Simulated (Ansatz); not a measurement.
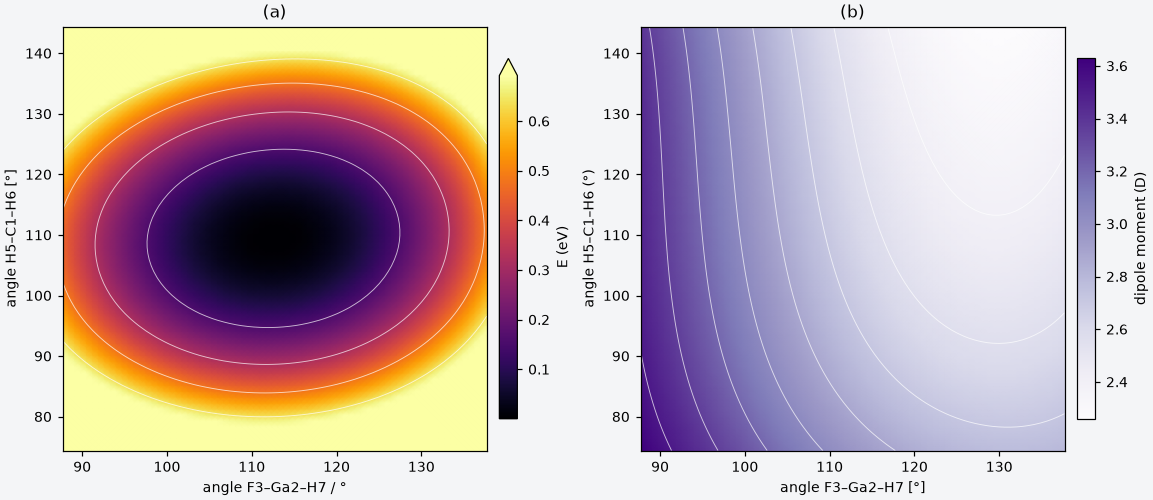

CH4FGa, SMILES [CH3][GaH][F]. Coordinates scanned: (1) angle F3–Ga2–H7; (2) angle H5–C1–H6. Nothing is relaxed (all other coordinates rigid). The grid has 7 × 7 points. Points are written as (first, second). Energies are in eV, from the lowest grid point. Computed with Ansatz 0.2.0, RKS wB97X-V/def2-TZVP.

Panel (a) is the energy; panel (b) is the computed dipole moment, in D.

The picture shows a smooth colour map with a few white contour lines, one colour for all values above the top of the scale. Between grid points the surface is interpolated.

> How does the dipole moment vary over the map, and what is it at the lowest grid point?

Leaving out the highest fifth of the energies, it runs from 2.30 D at (129.4°, 132.7°) to 3.54 D at (87.7°, 86.1°). At the lowest grid point, (112.7°, 109.4°), it is 2.64 D.
